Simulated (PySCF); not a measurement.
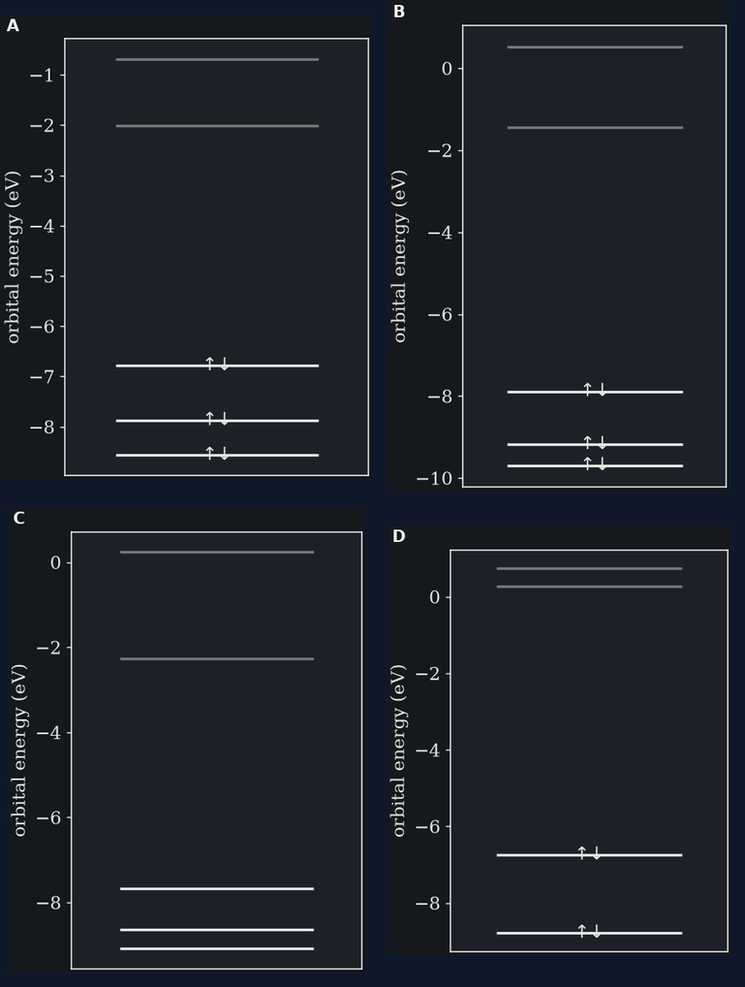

Kohn-Sham orbital energies near the frontier, PBE0/def2-SVPD, PySCF, at a GFN2-xTB geometry (no frequency check), isolated molecule; empty levels in grey, levels within 0.03 eV side by side.

### Pair each panel with its molecule.
1. C₅H₁₂S, SMILES CC(C)CCS
2. C₅H₃ClO₂ (2-furoyl chloride), SMILES O=C(Cl)c1ccco1
3. C₄H₅BF₂, SMILES FB(F)C1=CCC1
4. C₆H₇NOS, SMILES C=CCC(=S)OCC#N

A: 4 (HOMO −6.79 eV, LUMO −2.01 eV)
B: 3 (HOMO −7.89 eV, LUMO −1.44 eV)
C: 2 (HOMO −7.68 eV, LUMO −2.26 eV)
D: 1 (HOMO −6.75 eV, LUMO 0.26 eV)

Caveats, for all or some of the runs: empty levels above zero depend strongly on the basis; one conformer of a flexible molecule; the tight-binding geometry is rougher than a DFT one and adds to the error.
